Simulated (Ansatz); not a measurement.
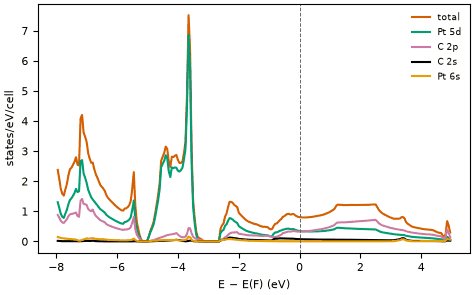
Total and projected density of states of PtC (zinc blende, F-43m), r²SCAN in the plane-wave PAW code Ansatz

Which orbitals carry the states next to the Fermi level?

Within 0.5 eV of the Fermi level: Pt 5d 44 %, C 2p 40 %, C 2s 10 %, outside the projected shells 6 %. Projections are on Löwdin-orthogonalised atomic valence shells; empty p or d shells of many metals are not among them.

Where is the tallest occupied peak in this window, and what makes it?

Near -3.6 eV, about 7.5 states/eV per cell; the largest projected share is Pt 5d.

The start of the workflow was typed in or built on a structure type; neither database checked (COD, Materials Project) lists it. Whether it is the stable phase at ambient conditions was not checked. Symmetry was held in the r²SCAN relaxation; its stability against distortions is not shown here. The run is not spin-polarised. Its formation energy is positive at this level, so the cell may be metastable or incomplete. Scalar-relativistic: spin–orbit coupling is off unless named, which matters more the heavier the elements.

Potentials: the later of the program's two PAW sets.
